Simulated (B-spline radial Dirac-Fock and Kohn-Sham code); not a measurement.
The ion Br⁴⁺, configuration [Ar] 3d10 4s2 4p1. Level of theory: the spherical Dirac–Fock density (average of configuration), S by Waller and Hartree; calculated with a B-spline radial code.

What should this plot look like? The X-ray form factor f and the incoherent scattering function S against Q.

f starts at 31, the number of electrons, falls to half near Q = 7.80 Å⁻¹, and is 18.4 at Q = 6.28 Å⁻¹ and 9.25 at Q = 12.6 Å⁻¹. S rises from 0 to 10.6 at Q = 6.28 Å⁻¹ and tends to 31. The initial fall is set by Σ⟨r²⟩ = 15.9 bohr².

Here it is:

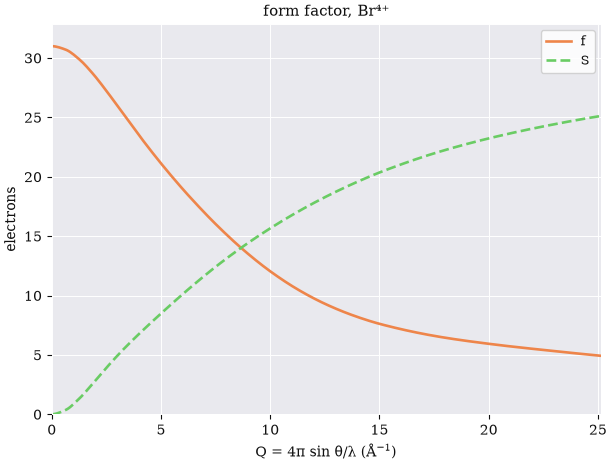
